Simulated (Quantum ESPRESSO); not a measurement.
# Voltage at the next charge: Ag(111), 4 layers, one monolayer of Li on fcc sites against an electrode

**Set-up.** Quantum ESPRESSO 7.5, PBE, GBRV ultrasoft; ESM with bc3, a metal electrode 4.96 Å above the top atoms; cell area 7.243 Å²; ions fixed. V is the potential energy of an electron at the electrode over the slab's Fermi level, divided by e, so that it equals the work function at zero charge; positive charge removes electrons.

| charge (e a cell) | V (V) |
| --- | --- |
| 0 | 3.559 |
| 0.0109 | 4.316 |
| 0.0217 | 5.095 |

To predict: What is V at a charge of 0.0435 e, and what capacitance do the rows imply?

**Worked estimate.** The last two rows give dV/dq = (5.095 − 4.316)/(0.0217 − 0.0109) = 72.1 V/e, so C = 1602/(7.243 × 72.1) = 3.07 µF/cm², an effective gap of 8.854/3.07 = 2.89 Å. At constant C, V = 5.095 + 72.1 × 0.0218 = 6.67 V.

What the calculation gave: V = 6.745 V; the estimate misses by −0.08 V, 4.7 % of the step. Over the three intervals C goes 3.19, 3.07 and 2.92 µF/cm²: it falls as electrons leave, the surface charge drawing back towards the atoms.

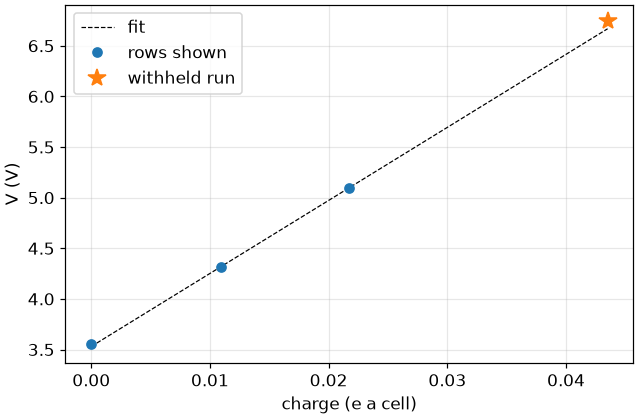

The rows shown, the fit and the withheld run.

**Limits.** Vacuum fills the gap; a dielectric or electrolyte would change C. The slab is thin.
